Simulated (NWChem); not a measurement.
**GeSiH3ClF2 (SMILES [F][Ge]([F])([SiH3])[Cl]): levels of theory compared**

Aim: a comparison of 4 runs (HF/STO-3G, HF/3-21G, B3LYP/6-31G*) of GeSiH3ClF2. 

Program for the calculation: NWChem 7.3.0.

## (1) Starting point

The species is GeSiH3ClF2 (8 atoms), meant as a singlet with charge 0. SMILES: `[F][Ge]([F])([SiH3])[Cl]`. Geometry: relaxed at PBE0-D4/def2-TZVP.

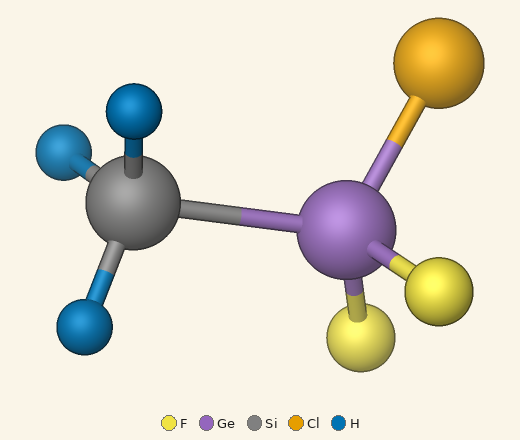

The structure, seen from a chosen angle (fluorine yellow, germanium purple, silicon grey, chlorine amber, hydrogen blue).

## (2) Energy and forces at HF/STO-3G (run 1)

The input, run.nw:

```
start run
memory stack 880 mb heap 220 mb global 1100 mb

geometry units angstrom noautosym nocenter noautoz
  F     1.561800   -0.565000    1.692400
  Ge    1.073500    0.071800    0.166100
  F     2.014800   -0.819000   -0.971600
  Si   -1.266500   -0.174400   -0.208300
  Cl    1.796400    2.073700    0.098200
  H    -1.956000    0.599600    0.849100
  H    -1.584400   -1.618400   -0.127100
  H    -1.547700    0.374600   -1.554600
end

basis spherical bse
  F library STO-3G
  Ge library STO-3G
  Si library STO-3G
  Cl library STO-3G
  H library STO-3G
end

scf
  nopen 0
  rhf
  thresh 1e-08
  maxiter 80
end

task scf gradient
```

On the command line:

```bash
$ nwchem run.nw > run.out
```

The program printed:

```text
[...]
  functions       =    49
[...]
  wavefunction    = RHF
[...]
         Total SCF energy =  -2989.868324196516
      One-electron energy =  -5378.876291954875
      Two-electron energy =   1792.438555756029
 Nuclear repulsion energy =    596.569412002329
        Time for solution =      4.4s
[...]
                         RHF ENERGY GRADIENTS
    atom               coordinates                        gradient
                 x          y          z           x          y          z
   1 F       2.951374  -1.067695   3.198172    0.005314  -0.011341   0.024579
   2 Ge      2.028621   0.135682   0.313883   -0.002073   0.039206  -0.004049
   3 F       3.807420  -1.547686  -1.836058    0.012746  -0.015521  -0.018991
   4 Si     -2.393338  -0.329568  -0.393630    0.002137  -0.005616   0.000955
   5 Cl      3.394704   3.918725   0.185571   -0.001872  -0.006672   0.000319
   6 H      -3.696304   1.133080   1.604566   -0.010431   0.017739   0.023664
   7 H      -2.994082  -3.058333  -0.240184   -0.004256  -0.030670   0.002148
   8 H      -2.924729   0.707891  -2.937768   -0.001566   0.012874  -0.028626
[...]
```

Run time: 7.5 s. Hardware: 1 thread of Intel Xeon Platinum 8488C (Sapphire Rapids), shared host; peak memory 0.1 GiB.

## (3) Energy and gradient at HF/3-21G (run 2)

The input, work.xyz:

```xyz
8
ClF2GeH3Si
F      1.561800    -0.565000     1.692400
Ge     1.073500     0.071800     0.166100
F      2.014800    -0.819000    -0.971600
Si    -1.266500    -0.174400    -0.208300
Cl     1.796400     2.073700     0.098200
H     -1.956000     0.599600     0.849100
H     -1.584400    -1.618400    -0.127100
H     -1.547700     0.374600    -1.554600
```

The input, run.py:

```python
from ase.io import read
from ase.calculators.nwchem import NWChem

molecule = read('work.xyz')

calc = NWChem(
    label='work',
    theory='scf',
    memory='2200 mb',
    basis='3-21G',
    basispar='spherical bse',
    scf={'nopen': '0', 'rhf': None, 'thresh': '1e-08', 'maxiter': '80', 'print': 'low'},
)
molecule.calc = calc

forces = molecule.get_forces()
e = molecule.get_potential_energy()
print(f"E = {e:.6f} eV")
print("forces (eV/A):")
for s, f in zip(molecule.symbols, forces):
    print(f"{s:2s} {f[0]:10.5f} {f[1]:10.5f} {f[2]:10.5f}")
```

On the command line:

```bash
$ export ASE_NWCHEM_COMMAND="nwchem PREFIX.nwi > PREFIX.nwo"
$ python run.py
```

The program printed:

```text
E = -81898.955590 eV
forces (eV/A):
F    -0.30699    0.47144   -1.33255
Ge    0.56389   -2.63687    0.34448
F    -0.71379    0.70042    1.05019
Si   -0.04870    0.07220   -0.01759
Cl    0.45231    1.39045   -0.05564
H     0.02648   -0.02905   -0.05631
H     0.02077    0.05029   -0.00113
H     0.00596   -0.01877    0.06860
```

The calculator wrote work.nwi:

```
title "work"

permanent_dir work

scratch_dir work

start work

geometry units angstrom nocenter noautosym noautoz
  F  1.5618000000000001e+00 -5.6499999999999995e-01 1.6923999999999999e+00
  Ge 1.0734999999999999e+00 7.1800000000000003e-02 1.6610000000000000e-01
  F  2.0148000000000001e+00 -8.1899999999999995e-01 -9.7160000000000002e-01
  Si -1.2665000000000000e+00 -1.7440000000000000e-01 -2.0830000000000001e-01
  Cl 1.7964000000000000e+00 2.0737000000000001e+00 9.8199999999999996e-02
  H  -1.9560000000000000e+00 5.9960000000000002e-01 8.4909999999999997e-01
  H  -1.5844000000000000e+00 -1.6184000000000001e+00 -1.2709999999999999e-01
  H  -1.5477000000000001e+00 3.7459999999999999e-01 -1.5546000000000000e+00
end

memory 2200 mb

basis spherical bse noprint
   * library 3-21G
end

scf
  nopen 0
  rhf
  thresh 1e-08
  maxiter 80
  print low
end

task scf gradient
```

work.nwo:

```text
Northwest Computational Chemistry Package (NWChem) 7.3.0
             --------------------------------------------------------

           Job information
           ---------------

    nwchem branch   = 7.3.0
    use scalapack   = T
    input           = work.nwi
    prefix          = work.
    data base       = work/work.db
    status          = startup
    nproc           =        1

           Memory information
           ------------------

[... 5 lines left out ...]
    hardfail = no
[... 114 lines left out ...]
       Final RHF  results
[... 3 lines left out ...]
      One-electron energy =  -5383.225297085603
[... 1 line left out ...]
 Nuclear repulsion energy =    596.569412002329
[... 3 lines left out ...]
                              NWChem Gradients Module
                              -----------------------

                         RHF ENERGY GRADIENTS

    atom               coordinates                        gradient
                 x          y          z           x          y          z
   1 F       2.951374  -1.067695   3.198172    0.005970  -0.009168   0.025914
   2 Ge      2.028621   0.135682   0.313883   -0.010966   0.051279  -0.006699
   3 F       3.807420  -1.547686  -1.836058    0.013881  -0.013621  -0.020423
[... 4 lines of this table left out ...]
   8 H      -2.924729   0.707891  -2.937768   -0.000116   0.000365  -0.001334

 Task  times  cpu:        8.0s     wall:        8.0s
 Total times  cpu:        8.0s     wall:        8.0s
```

Wall time 9 s (1 thread of Intel Xeon Platinum 8488C (Sapphire Rapids), shared host); peak memory 0.1 GiB.

Run 3 isn't shown in full; the table further down has it.

## (4) Energy and forces at B3LYP/6-31G(d) (Cartesian functions) (run 4)

The input, run.py:

```python
from ase import Atoms
from ase.calculators.nwchem import NWChem

atoms = Atoms(['F', 'Ge', 'F', 'Si', 'Cl', 'H', 'H', 'H'], positions=[
    [1.561800, -0.565000, 1.692400],
    [1.073500, 0.071800, 0.166100],
    [2.014800, -0.819000, -0.971600],
    [-1.266500, -0.174400, -0.208300],
    [1.796400, 2.073700, 0.098200],
    [-1.956000, 0.599600, 0.849100],
    [-1.584400, -1.618400, -0.127100],
    [-1.547700, 0.374600, -1.554600],
])

calc = NWChem(
    label='mymol',
    theory='dft',
    memory='2200 mb',
    basis='6-31G*',
    dft={'xc': 'b3lyp', 'mult': '1', 'grid': 'fine', 'convergence': 'energy 1e-08', 'iterations': '100', 'mulliken': None},
)
atoms.calc = calc

forces = atoms.get_forces()
e = atoms.get_potential_energy()
print(f"E = {e:.6f} eV")
print("forces (eV/A):")
for s, f in zip(atoms.symbols, forces):
    print(f"{s:2s} {f[0]:10.5f} {f[1]:10.5f} {f[2]:10.5f}")
print("dipole (e A):", atoms.get_dipole_moment().round(4))
```

On the command line:

```bash
$ export ASE_NWCHEM_COMMAND="nwchem PREFIX.nwi > PREFIX.nwo"
$ python run.py
```

The program printed:

```text
E = -82397.885961 eV
forces (eV/A):
F     0.12285   -0.14846    0.37266
Ge   -0.37055   -0.28159   -0.03872
F     0.23160   -0.20857   -0.27573
Si   -0.07153    0.03224   -0.01753
Cl    0.20883    0.63054   -0.02458
H    -0.04330   -0.00432   -0.00283
H    -0.03641   -0.01363   -0.00483
H    -0.04150   -0.00617   -0.00843
dipole (e A): [-0.7545 -0.0186 -0.1264]
```

The calculator wrote mymol.nwi:

```
title "mymol"

permanent_dir mymol

scratch_dir mymol

start mymol

geometry units angstrom nocenter noautosym noautoz
  F  1.5618000000000001e+00 -5.6499999999999995e-01 1.6923999999999999e+00
  Ge 1.0734999999999999e+00 7.1800000000000003e-02 1.6610000000000000e-01
  F  2.0148000000000001e+00 -8.1899999999999995e-01 -9.7160000000000002e-01
  Si -1.2665000000000000e+00 -1.7440000000000000e-01 -2.0830000000000001e-01
  Cl 1.7964000000000000e+00 2.0737000000000001e+00 9.8199999999999996e-02
  H  -1.9560000000000000e+00 5.9960000000000002e-01 8.4909999999999997e-01
  H  -1.5844000000000000e+00 -1.6184000000000001e+00 -1.2709999999999999e-01
  H  -1.5477000000000001e+00 3.7459999999999999e-01 -1.5546000000000000e+00
end

memory 2200 mb

basis noprint
   * library 6-31G*
end

dft
  xc b3lyp
  mult 1
  grid fine
  convergence energy 1e-08
  iterations 100
  mulliken
end

task dft gradient
```

mymol.nwo:

```text
Northwest Computational Chemistry Package (NWChem) 7.3.0
             --------------------------------------------------------

           Job information
           ---------------

    nwchem branch   = 7.3.0
    use scalapack   = T
    input           = mymol.nwi
    prefix          = mymol.
    data base       = mymol/mymol.db
    status          = startup
    nproc           =        1

           Memory information
           ------------------

[... 5 lines left out ...]
    hardfail = no
[... 110 lines left out ...]
  convergence criterion.
[... 44 lines left out ...]
          Spatial weights used:  Erf1
[... 32 lines left out ...]
 1-e energy   =   -5400.456510
[... 52 lines left out ...]
           Coulomb energy =     1926.388928526372
[... 833 lines left out ...]
          Convergence on density requested:  1.00D-05
[... 30 lines left out ...]
          total energy or number of iterations.
[... 36 lines left out ...]
                 ----------------------------------------
                 |  Time  |  1-e(secs)   |  2-e(secs)   |
                 ----------------------------------------
                 |  CPU   |       0.01   |      17.91   |
                 ----------------------------------------
                 |  WALL  |       0.01   |      17.91   |
                 ----------------------------------------

 Task  times  cpu:       52.9s     wall:       52.9s
 Total times  cpu:       52.9s     wall:       52.9s
```

Wall time 54 s (1 thread of Intel Xeon Platinum 8488C (Sapphire Rapids), shared host); peak memory 0.13 GiB.

## (5) Overview of the runs

```
run                               level  iteration cap  module   energy (Eh)  dipole moment (D)  HOMO energy (eV)  LUMO energy (eV)  wall time
  1                           HF/STO-3G             80     scf  -2989.868324               3.78             -9.09              7.80      7.5 s
  2                            HF/3-21G             80     scf  -3009.731129                  –                 –                 –        9 s
  3  B3LYP/6-31G* (spherical functions)            100     dft  -3028.052943               3.69             -8.85             -1.17       53 s
  4  B3LYP/6-31G* (Cartesian functions)            100     dft  -3028.066482               3.68             -8.85             -1.17       54 s
```

## (6) Summary of results

| quantity | value |
| --- | --- |
| run 4: total energy | -3028.06648 Eh |
| run 4: dipole moment | 3.68 D |
| run 4: HOMO energy | -8.85 eV |
| run 4: LUMO energy | -1.17 eV |
| run 4: HOMO–LUMO gap | 7.68 eV |
| run 4: largest force on an atom | 0.665 eV/Å |

In words: Over runs 1, 3, 4 the dipole moment (its size) runs from 3.68 D (B3LYP/6-31G*) to 3.78 D (HF/STO-3G). The two ends differ in method and basis. Over runs 1, 3, 4 the HOMO–LUMO gap runs from 7.68 eV (B3LYP/6-31G*) to 16.89 eV (HF/STO-3G). In run 1 the basis is minimal, so the values are rough. All runs together took 2.1 min, the longest 54 s.
